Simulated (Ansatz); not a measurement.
**CH$_{4}$AlNO: density, localisation and related maps**

Input file:

```
crystal:
  periodic: [false, false, false]
  atoms:
    - {symbol: N, position_ang: [-1.246490, 1.457523, 0.273193]}
    - {symbol: C, position_ang: [0.012610, 1.299125, 0.145440]}
    - {symbol: Al, position_ang: [0.809709, -0.484812, -0.132332]}
    - {symbol: O, position_ang: [-0.411028, -1.660792, -0.162199]}
    - {symbol: H, position_ang: [-1.736978, 0.560976, 0.211357]}
    - {symbol: H, position_ang: [0.599070, 2.226541, 0.202732]}
    - {symbol: H, position_ang: [2.338473, -0.857922, -0.310210]}
    - {symbol: H, position_ang: [-0.273168, -2.597736, -0.283881]}
basis:
  gaussian: {orbitals: def2-TZVPP}
hamiltonian: {xc: pbe0, dispersion: d4}
output: {orbitals: {seedname: orbitals}}
```

Launched as:

```sh
ansatz run in.yaml --threads 2 --pin off --events-out ev --progress --plain --max-ram 4352MiB
```

Geometry: PBE0-D4/def2-TZVP.

Theory: RKS PBE0-D4/def2-TZVPP in Ansatz 0.2.0.

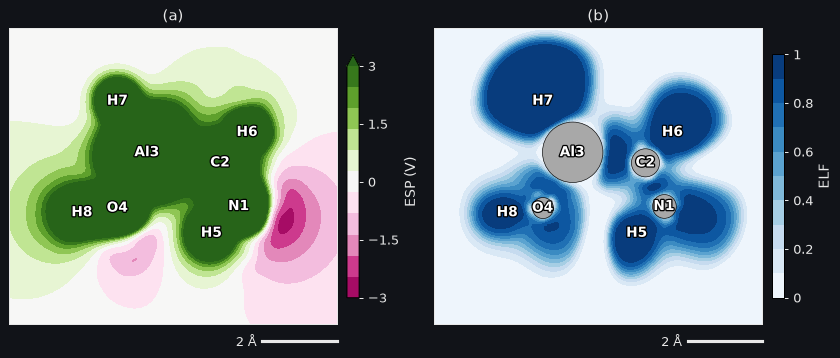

Figure 1. (a) electrostatic potential; (b) ELF on the molecular plane. Grey discs cover the atomic cores in the ELF map.

### What does the map show?

- The section cuts through N, C, Al, O and H sites.
- C–N (1.28 Å): the ELF peaks at about 0.90 between the atoms (localised, covalent bonding).
- Al–O (1.70 Å): the ELF peaks at about 0.90 in the valence shell of O, 0.6 Å from its nucleus, and is about 0.50 at the midpoint.
- C–Al (1.97 Å): the ELF peaks at about 1 between the atoms (a polar covalent bond).
- O–H (0.95 Å): the ELF climbs to about 1 towards the hydrogen, as it does in any bond to H; an ordinary covalent bond to hydrogen.
- N–H (1.02 Å): the ELF climbs to about 1 towards the hydrogen (a covalent bond by its length).
- The ELF also peaks beside O4 and N1, away from the bonds: lone-pair regions.
- Outside the dense part of the molecule the potential is most negative (−2.7 V) near N1.

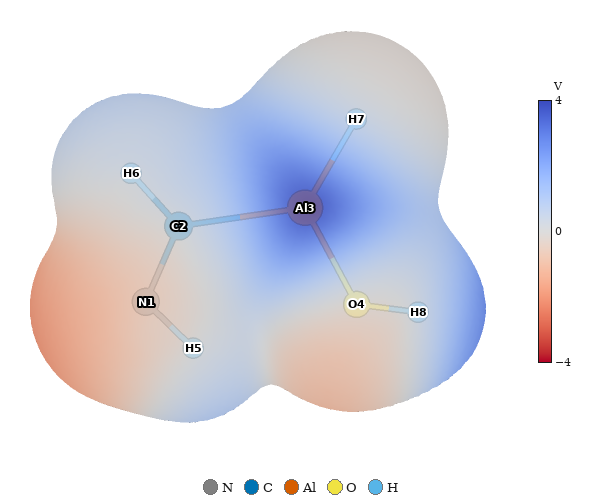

Figure 2. The molecular electrostatic potential painted on the density surface at 0.002 e/bohr³, seen across its widest extent; red is negative and blue positive.

### Describe the electrostatic potential map.

The most negative region (about −2.0 V) lies over N1, the most positive (about +3.5 V) over Al3. N1 is the likeliest acceptor of a hydrogen bond.

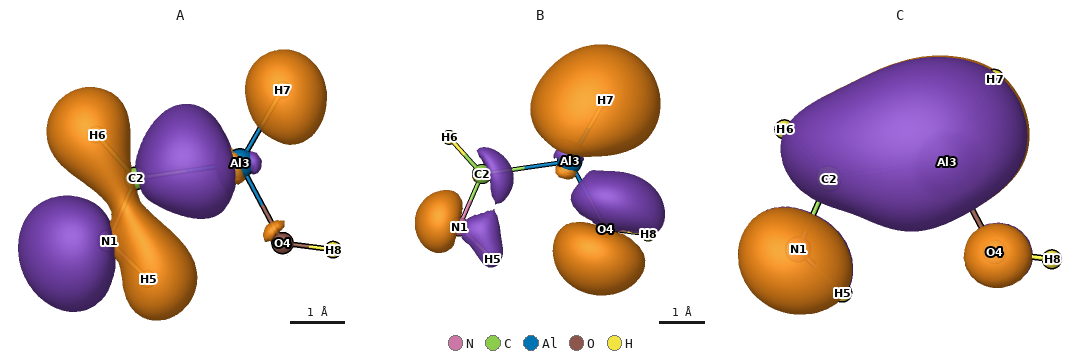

Figure 3. Three frontier orbitals at ±0.08 Å⁻³ᐟ² (orange and purple are the two phases), in no order.

### Which picture is the HOMO−1, the HOMO and the LUMO?

B is the HOMO−1 (−9.19 eV). It lies mainly on O4 (about 40 %), H7 (about 30 %) and Al3 (about 25 %); it is symmetric in the molecular plane (an in-plane orbital: σ, lone-pair or in-plane π type). A is the HOMO (−6.73 eV). It lies mainly on N1 (about 45 %), C2 (about 20 %), Al3 (about 10 %), H6 (about 5 %) and H5 (about 5 %); it is symmetric in the molecular plane (an in-plane orbital: σ, lone-pair or in-plane π type). C is the LUMO (−1.68 eV). Its weight (Hirshfeld) is mainly on Al3 (about 50 %), N1 (about 20 %) and C2 (about 20 %); it changes sign across the molecular plane (π type); π-bonding across C2–Al3; π-antibonding (a node) across N1–C2.

### What is the HOMO–LUMO gap?

5.05 eV between the orbital energies.

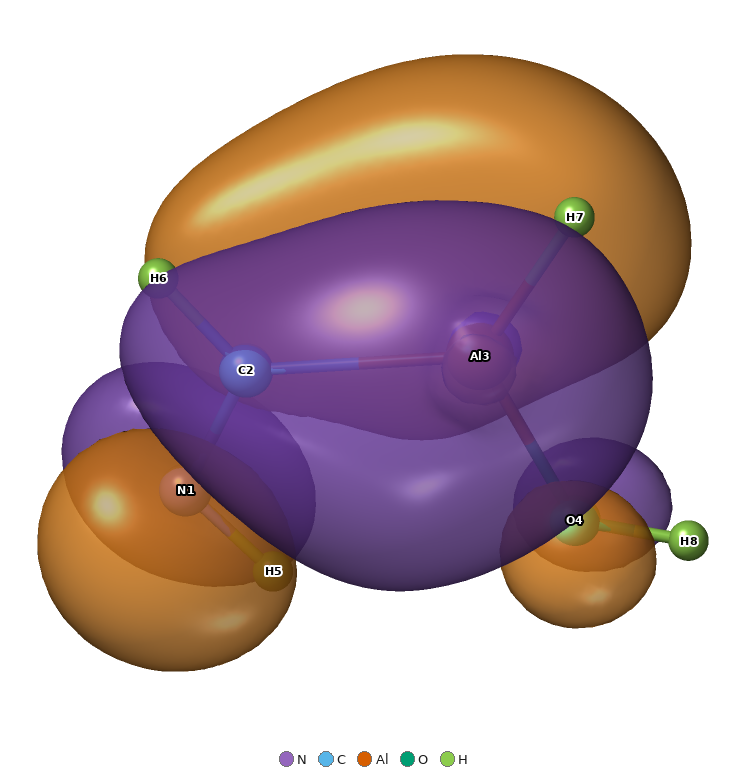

Figure 4. The LUMO at ±0.06 Å⁻³ᐟ² (orange and purple are the two phases), seen at a tilt.

### Where does this orbital lie, and at what energy?

It lies mainly on Al3 (about 50 %), N1 (about 20 %) and C2 (about 20 %); it changes sign across the molecular plane (π type); π-bonding across C2–Al3; π-antibonding (a node) across N1–C2. Its energy is −1.68 eV.
